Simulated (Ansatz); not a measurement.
```xyz
7

C    -1.7545    1.5309   -1.3455
F    -1.0532   -0.9322   -2.4416
O    -0.6491   -0.8200    0.2817
Si   -1.0916   -0.1792   -1.0277
H    -1.1093    2.0562   -2.0581
H    -1.8054    2.0999   -0.4148
H    -2.7544    1.4684   -1.7887
```

Geometry: B3LYP/6-31G*.

All numbers below come from Ansatz 0.2.0, isolated molecule in a Gaussian basis; Kohn-Sham density functional theory, functional PBE0.

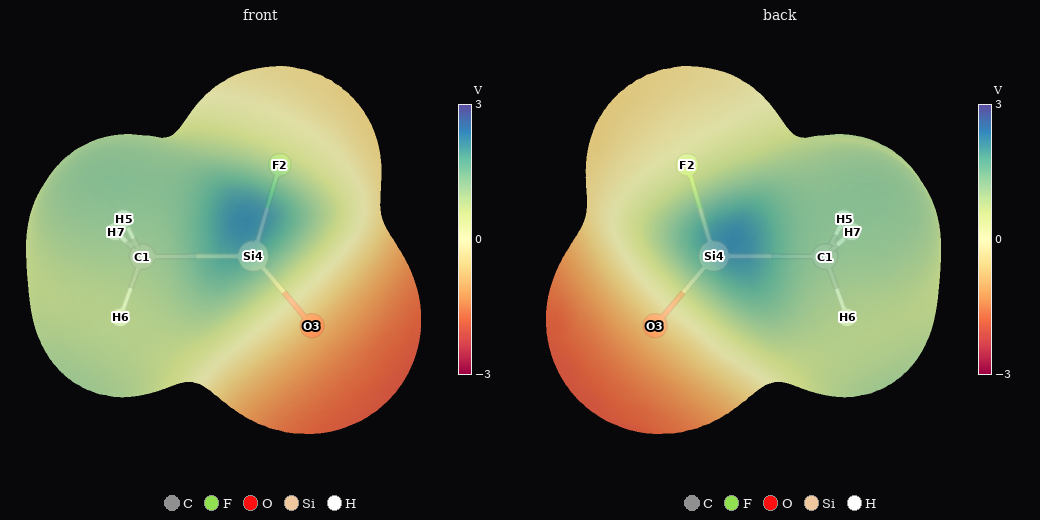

CH$_{3}$FOSi. The molecular electrostatic potential painted on the density surface at 0.001 e/bohr³, seen from the front and from behind; red is negative and blue positive.

### Where is the surface potential most negative and most positive?

The most negative region (about −2.0 V) lies over O3, the most positive (about +2.3 V) over Si4. O3 is the likeliest acceptor of a hydrogen bond.

### What dipole moment does the calculation give?

Its dipole moment is 4.46 D.
